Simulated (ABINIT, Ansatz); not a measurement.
**Lattice dynamics of Tm (P6_3/mmc) in two programs**

Aim: the phonon dispersion of Tm (P6_3/mmc), checked by a second program.

Calculated with ABINIT 10.8.3; DFT PBEsol, scalar-relativistic, plane waves, PseudoDojo norm-conserving, 4f in core pseudopotentials (the lanthanide files made for PBE).

## (1) Starting point

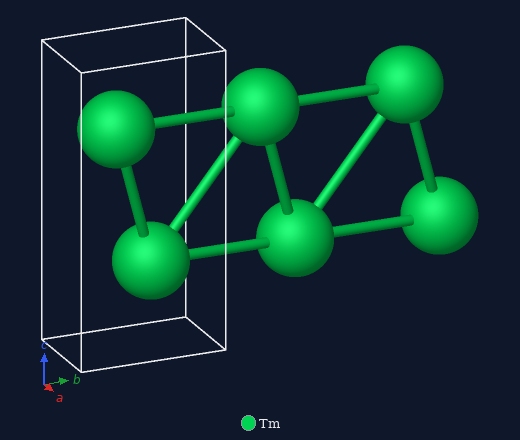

Start, viewed slightly off an axis; thulium green. 1×3×1 cells are drawn.

As a file:

```cif
data_structure
_symmetry_space_group_name_H-M 'P6_3/mmc'
_symmetry_Int_Tables_number 194
_cell_length_a 3.5375
_cell_length_b 3.5375
_cell_length_c 5.5546
_cell_angle_alpha 90.000
_cell_angle_beta 90.000
_cell_angle_gamma 120.000
_cell_volume 60.20
loop_
_atom_site_label
_atom_site_type_symbol
_atom_site_symmetry_multiplicity
_atom_site_Wyckoff_symbol
_atom_site_fract_x
_atom_site_fract_y
_atom_site_fract_z
_atom_site_occupancy
Tm1 Tm 2 c 0.33333 0.66667 0.25000 1
```

## (2) A first look

A first run with smearing and empty bands tells whether the crystal has a gap, which decides between fixed occupations and smearing later on.

File probe.abi:

```
# ground state
tolvrs 1.0d-08
prtden 1
prtwf 1

# basis, mesh and filling
ecut 21.0
ixc -116133
ngkpt 6 6 4
nshiftk 1
shiftk 0.0 0.0 0.0
istwfk *1
occopt 7
tsmear 0.005
nband 18
nstep 100
diemac 9.0
prtebands 0
prtgsr 0

# cell and atoms
acell 6.684906166 6.684906166 10.49667273
rprim 
    1.0 0.0 0.0
    -0.5 0.8660254038 0.0
    0.0 0.0 1.0
ntypat 1
znucl 69
natom 2
typat 1 1
xred 
    1/3 2/3 0.25
    2/3 1/3 0.75
pp_dirpath "./pseudo"
pseudos "Tm.upf"
```

Run with:

```
OMP_NUM_THREADS=1 mpirun -n 4 abinit probe.abi > probe.log
```

Numbers of over 12 decimals in the logs are rounded to 6 here.

probe.abo, the main output file:

```text
[banners, grids, parts of the stress and lines that vanish by symmetry left out]
- input  file    -> probe.abi
- output file    -> probe.abo
- root for input  files -> probei
[...]
Symmetries : space group P6_3/m m c (#194); Bravais hP (primitive hexag.)
[...]
mpw =        1884          nfft =       40500          nkpt =          21
[...]
== DATASET  1 ==================================================================
[...]
cutoff_energies: {ecut:  21.0, pawecutdg:  -1.0, }
[...]
ETOT  1  -91.462118744950    -9.146E+01 4.636E-02 6.792E+00
 ETOT  2  -91.494232380808    -3.211E-02 4.491E-03 1.273E-01
 ETOT  3  -91.494285520514    -5.314E-05 7.066E-04 1.390E-03
 ETOT  4  -91.494285823246    -3.027E-07 3.381E-04 1.734E-05
 ETOT  5  -91.494285827126    -3.880E-09 3.253E-04 1.190E-07
 ETOT  6  -91.494285827158    -3.162E-11 1.539E-04 4.569E-10
 At SCF step    6       vres2   =  4.57E-10 < tolvrs=  1.00E-08 =>converged.
[...]
sigma(1 1)=  1.55941626E-04  sigma(3 2)=  0.00000000E+00
  sigma(2 2)=  1.55941625E-04  sigma(3 1)=  0.00000000E+00
  sigma(3 3)=  1.94871983E-04  sigma(2 1)=  0.00000000E+00
[...]
convergence: {deltae: -3.162E-11, res2:  4.569E-10, residm:  1.539E-04, diffor: null, }
etotal    :  -9.14942858E+01
[...]
sigma(1 1)=  1.55941626E-04  sigma(3 2)=  0.00000000E+00
  sigma(2 2)=  1.55941625E-04  sigma(3 1)=  0.00000000E+00
  sigma(3 3)=  1.94871983E-04  sigma(2 1)=  0.00000000E+00
[...]
- sigma(1 1)=  4.58796102E+00  sigma(3 2)=  0.00000000E+00
- sigma(2 2)=  4.58796102E+00  sigma(3 1)=  0.00000000E+00
- sigma(3 3)=  5.73333170E+00  sigma(2 1)=  0.00000000E+00
[...]
fcart      1.0069869181E-28  5.8138416822E-29 -0.0000000000E+00
           strten      1.5594162561E-04  1.5594162534E-04  1.9487198349E-04
================================================================================

[key lines of the parts left out:]
pressure_GPa:  -4.9698E+00
```

Wall time 7 s (4 MPI ranks of Arm Neoverse V1, shared host).

Numbers from this step:

* volume per atom: 30.10 Å³
* pressure: -4.970 GPa
* gap on the k-mesh: 0 eV

No gap opens on this mesh, so smearing is kept; the printed pressure holds the stress of the finite basis too.

## (3) Relaxing the cell and atoms

The harmonic expansion needs vanishing forces, and a free crystal bears no stress, so cell and atoms are brought to rest. Stress is more sensitive to the basis than forces are: the last 3 Ha under the cutoff are smoothed with ecutsm, and the cutoff is raised above that of the later runs.

File relax.abi:

```
# relaxation
ionmov 2
optcell 2
dilatmx 1.08
ntime 40
tolmxf 1.0d-05
tolvrs 1.0d-14
prtwf 0
prtden 0
chksymtnons 0

# basis, mesh and filling
ecut 27.0
ecutsm 3.0
ixc -116133
ngkpt 9 9 6
nshiftk 1
shiftk 0.0 0.0 0.0
istwfk *1
occopt 7
tsmear 0.01
nband 18
nstep 100
diemac 1000000.0
prtebands 0
prtgsr 0

# cell and atoms
acell 6.684906166 6.684906166 10.49667273
rprim 
    1.0 0.0 0.0
    -0.5 0.8660254038 0.0
    0.0 0.0 1.0
ntypat 1
znucl 69
natom 2
typat 1 1
xred 
    1/3 2/3 0.25
    2/3 1/3 0.75
pp_dirpath "./pseudo"
pseudos "Tm.upf"
```

Run with:

```
OMP_NUM_THREADS=1 mpirun -n 4 abinit relax.abi > relax.log
```

relax.abo, the main output file:

```text
[banners, grids, parts of the stress and lines that vanish by symmetry left out]
- input  file    -> relax.abi
- output file    -> relax.abo
- root for input  files -> relaxi
[...]
Symmetries : space group P6_3/m m c (#194); Bravais hP (primitive hexag.)
[...]
mpw =        3471          nfft =       69984          nkpt =          48
[...]
== DATASET  1 ==================================================================
[...]
cutoff_energies: {ecut:  27.0, pawecutdg:  -1.0, }
[...]
ETOT  1  -91.462587534063    -9.146E+01 5.001E-02 1.063E+01
 ETOT  2  -91.500257433722    -3.767E-02 5.894E-03 1.046E-01
 ETOT  3  -91.500282689743    -2.526E-05 1.311E-03 6.406E-03
 ETOT  4  -91.500283525957    -8.362E-07 1.406E-03 3.648E-05
 ETOT  5  -91.500283529927    -3.970E-09 3.111E-04 5.406E-07
[...]
At SCF step    9       vres2   =  4.21E-15 < tolvrs=  1.00E-14 =>converged.
[...]
sigma(1 1)=  7.19585798E-05  sigma(3 2)=  0.00000000E+00
  sigma(2 2)=  7.19585796E-05  sigma(3 1)=  0.00000000E+00
  sigma(3 3)=  8.73823111E-05  sigma(2 1)=  0.00000000E+00
[...]
convergence: {deltae:  8.527E-14, res2:  4.213E-15, residm:  1.220E-04, diffor: null, }
etotal    :  -9.15002835E+01
[...]
ETOT  1  -91.500317344758    -9.150E+01 3.685E+00 1.225E+00
[...]
At SCF step    9       vres2   =  1.08E-16 < tolvrs=  1.00E-14 =>converged.
[...]
sigma(1 1)=  6.26664117E-05  sigma(3 2)=  0.00000000E+00
  sigma(2 2)=  6.26664114E-05  sigma(3 1)=  0.00000000E+00
  sigma(3 3)=  7.72602515E-05  sigma(2 1)=  0.00000000E+00
[...]
convergence: {deltae: -1.080E-12, res2:  1.077E-16, residm:  1.363E-05, diffor: null, }
etotal    :  -9.15004889E+01
[...]
ETOT  1  -91.493633972663    -9.149E+01 3.856E+03 5.371E+01
[...]
At SCF step    9       vres2   =  3.65E-15 < tolvrs=  1.00E-14 =>converged.
[...]
sigma(1 1)= -5.98505612E-06  sigma(3 2)=  0.00000000E+00
  sigma(2 2)= -5.98505642E-06  sigma(3 1)=  0.00000000E+00
  sigma(3 3)=  9.59777134E-07  sigma(2 1)=  0.00000000E+00
[...]
convergence: {deltae:  7.958E-13, res2:  3.655E-15, residm:  9.071E-03, diffor: null, }
etotal    :  -9.15011138E+01
[...]
ETOT  1  -91.501100756393    -9.150E+01 7.230E-07 1.086E-01
[...]
At SCF step    8       vres2   =  7.14E-16 < tolvrs=  1.00E-14 =>converged.
[...]
sigma(1 1)= -2.49391526E-06  sigma(3 2)=  0.00000000E+00
  sigma(2 2)= -2.49391555E-06  sigma(3 1)=  0.00000000E+00
  sigma(3 3)=  4.36489575E-06  sigma(2 1)=  0.00000000E+00
[...]
convergence: {deltae: -5.684E-14, res2:  7.139E-16, residm:  2.884E-07, diffor: null, }
etotal    :  -9.15011155E+01
[...]
ETOT  1  -91.501115674738    -9.150E+01 2.647E-07 1.267E-03
[...]
At SCF step    7       vres2   =  4.27E-15 < tolvrs=  1.00E-14 =>converged.
[...]
sigma(1 1)= -1.99009235E-06  sigma(3 2)=  0.00000000E+00
  sigma(2 2)= -1.99009265E-06  sigma(3 1)=  0.00000000E+00
[...]
convergence: {deltae: -1.137E-12, res2:  4.273E-15, residm:  2.905E-07, diffor: null, }
etotal    :  -9.15011159E+01
[...]
ETOT  1  -91.501109594795    -9.150E+01 2.604E-05 3.994E-02
[...]
At SCF step    8       vres2   =  3.96E-16 < tolvrs=  1.00E-14 =>converged.
[...]
convergence: {deltae:  4.121E-13, res2:  3.962E-16, residm:  1.679E-06, diffor: null, }
etotal    :  -9.15011179E+01
[...]
ETOT  1  -91.501117200703    -9.150E+01 2.422E-06 5.321E-03
[...]
At SCF step    8       vres2   =  9.87E-17 < tolvrs=  1.00E-14 =>converged.
[...]
sigma(2 2)=  3.21247514E-07  sigma(3 1)=  0.00000000E+00
  sigma(3 3)=  4.56831719E-07  sigma(2 1)=  0.00000000E+00
[...]
convergence: {deltae:  1.052E-12, res2:  9.867E-17, residm:  2.427E-06, diffor: null, }
etotal    :  -9.15011181E+01
[...]
ETOT  1  -91.501117939174    -9.150E+01 2.469E-06 1.143E-03
[...]
ETOT  6  -91.501118098611     5.258E-13 2.750E-06 1.999E-13
 ETOT  7  -91.501118098610     2.842E-13 1.352E-06 2.156E-15
 At SCF step    7       vres2   =  2.16E-15 < tolvrs=  1.00E-14 =>converged.
[...]
sigma(1 1)=  3.33027517E-08  sigma(3 2)=  0.00000000E+00
  sigma(2 2)=  3.33024561E-08  sigma(3 1)=  0.00000000E+00
  sigma(3 3)=  6.45304657E-09  sigma(2 1)=  0.00000000E+00
[...]
convergence: {deltae:  2.842E-13, res2:  2.156E-15, residm:  1.352E-06, diffor: null, }
etotal    :  -9.15011181E+01
[...]
At Broyd/MD step   8, gradients are converged :
[...]
sigma(1 1)=  3.33027517E-08  sigma(3 2)=  0.00000000E+00
  sigma(2 2)=  3.33024561E-08  sigma(3 1)=  0.00000000E+00
  sigma(3 3)=  6.45304657E-09  sigma(2 1)=  0.00000000E+00
[...]
- sigma(1 1)=  9.79800782E-04  sigma(3 2)=  0.00000000E+00
- sigma(2 2)=  9.79792084E-04  sigma(3 1)=  0.00000000E+00
- sigma(3 3)=  1.89855185E-04  sigma(2 1)=  0.00000000E+00
[...]
fcart      4.0885515551E-29 -2.3605263409E-29 -0.0000000000E+00
           strten      3.3302751699E-08  3.3302456052E-08  6.4530465659E-09
================================================================================

[key lines of the parts left out:]
pressure_GPa:  -7.1648E-04
Total energy (etotal) [Ha]= -9.15011180986103E+01
```

Elapsed: 2.9 min, on 4 MPI ranks; 11 min of CPU time.

Relaxation path:

| step | energy less that of the first step (eV) | largest force (eV/Å) | volume (Å³) |
| --- | --- | --- | --- |
| 1 | 0.0000 | 0.0000 | 60.20 |
| 2 | -0.0056 | 0.0000 | 59.78 |
| 3 | -0.0226 | 0.0000 | 57.03 |
| 4 | -0.0226 | 0.0000 | 57.15 |
| 5 | -0.0226 | 0.0000 | 57.16 |
| 6 | -0.0227 | 0.0000 | 57.20 |
| 7 | -0.0227 | 0.0000 | 57.17 |
| 8 | -0.0227 | 0.0000 | 57.16 |

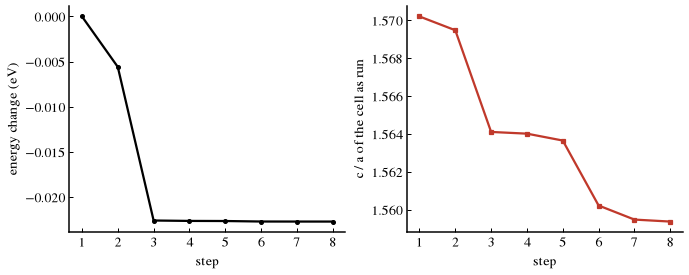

Energy and cell shape along the relaxation.

| conventional cell, symmetrised | before | after | change |
| --- | --- | --- | --- |
| a (Å) | 3.538 | 3.485 | -1.5 % |
| b (Å) | 3.538 | 3.485 | -1.5 % |
| c (Å) | 5.555 | 5.435 | -2.2 % |
| volume (Å³/atom) | 30.10 | 28.58 | -5.0 % |

The relaxed structure:

```xyz
2
Lattice="3.4851 0.0000 0.0000 -1.7425 3.0182 0.0000 0.0000 0.0000 5.4345" Properties=species:S:1:pos:R:3 pbc="T T T"
Tm    0.0000    2.0121    1.3586
Tm    1.7425    1.0061    4.0759
```

Read from the output:

| Quantity | Value |
| --- | --- |
| volume per atom | 28.58 Å³ |
| pressure | -7.16e-4 GPa |

The volume changes by -5.0 % in this run and stands -5.0 % from the first cell.

## (4) Self-consistent run for the response

First-order wavefunctions inherit every error of the ground state, hence the very tight tolvrs. Smearing stays on, as the first look found no gap above 0.3 eV.

File gs.abi:

```
# ground state
tolvrs 1.0d-16
prtden 1
prtwf 1

# basis, mesh and filling
ecut 21.0
ixc -116133
ngkpt 9 9 6
nshiftk 1
shiftk 0.0 0.0 0.0
istwfk *1
occopt 7
tsmear 0.01
nband 18
nstep 100
diemac 1000000.0
prtebands 0
prtgsr 0

# cell and atoms
acell 6.585816974 6.585816974 10.26974506
rprim 
    1.0 0.0 0.0
    -0.5 0.8660254038 0.0
    0.0 0.0 1.0
ntypat 1
znucl 69
natom 2
typat 1 1
xred 
    1/3 2/3 0.25
    2/3 1/3 0.75
pp_dirpath "./pseudo"
pseudos "Tm.upf"
```

Run with:

```
OMP_NUM_THREADS=1 mpirun -n 4 abinit gs.abi > gs.log
```

gs.abo, the main output file:

```text
[banners, grids, parts of the stress and lines that vanish by symmetry left out]
- input  file    -> gs.abi
- output file    -> gs.abo
- root for input  files -> gsi
[...]
Symmetries : space group P6_3/m m c (#194); Bravais hP (primitive hexag.)
[...]
mpw =        1791          nfft =       40500          nkpt =          48
[...]
== DATASET  1 ==================================================================
[...]
cutoff_energies: {ecut:  21.0, pawecutdg:  -1.0, }
[...]
ETOT  1  -91.459764379875    -9.146E+01 5.524E-02 6.794E+00
 ETOT  2  -91.496203434358    -3.644E-02 4.222E-03 1.040E-01
 ETOT  3  -91.496248754171    -4.532E-05 5.180E-03 1.251E-03
 ETOT  4  -91.496249012363    -2.582E-07 1.125E-03 3.027E-05
 ETOT  5  -91.496249019087    -6.724E-09 5.102E-04 1.364E-07
[...]
ETOT 10  -91.496249019122    -4.405E-13 4.329E-05 1.404E-16
 ETOT 11  -91.496249019122    -2.842E-14 5.650E-05 5.342E-17
 At SCF step   11       vres2   =  5.34E-17 < tolvrs=  1.00E-16 =>converged.
[...]
sigma(1 1)=  9.52119414E-05  sigma(3 2)=  0.00000000E+00
  sigma(2 2)=  9.52119411E-05  sigma(3 1)=  0.00000000E+00
  sigma(3 3)=  9.49600594E-05  sigma(2 1)=  0.00000000E+00
[...]
convergence: {deltae: -2.842E-14, res2:  5.342E-17, residm:  5.650E-05, diffor: null, }
etotal    :  -9.14962490E+01
[...]
sigma(1 1)=  9.52119414E-05  sigma(3 2)=  0.00000000E+00
  sigma(2 2)=  9.52119411E-05  sigma(3 1)=  0.00000000E+00
  sigma(3 3)=  9.49600594E-05  sigma(2 1)=  0.00000000E+00
[...]
- sigma(1 1)=  2.80123203E+00  sigma(3 2)=  0.00000000E+00
- sigma(2 2)=  2.80123202E+00  sigma(3 1)=  0.00000000E+00
- sigma(3 3)=  2.79382140E+00  sigma(2 1)=  0.00000000E+00
[...]
fcart      0.0000000000E+00  0.0000000000E+00 -0.0000000000E+00
           strten      9.5211941354E-05  9.5211941055E-05  9.4960059402E-05
================================================================================

[key lines of the parts left out:]
pressure_GPa:  -2.7988E+00
```

It took 18 s on 4 MPI ranks; 73 s of CPU time.

This step gave:

* pressure: -2.799 GPa

The cell stands at -2.8 GPa: the relaxation ran with a smoothed and higher cutoff, and the difference is a stress of the finite basis.

(Part 1 of 4 ends here.)

[Host names and launcher messages were left out of these logs when they were recorded.]

[Logs are printed without paths, hosts, clocks, repeated set-up lines and the standing remarks that a program may print on its own settings, such as how far it seeks lower states.]

[Hosts, paths, dates, database ids (printed as entryN), source tags and the programs' standing remarks are cut or masked in the printed files.]
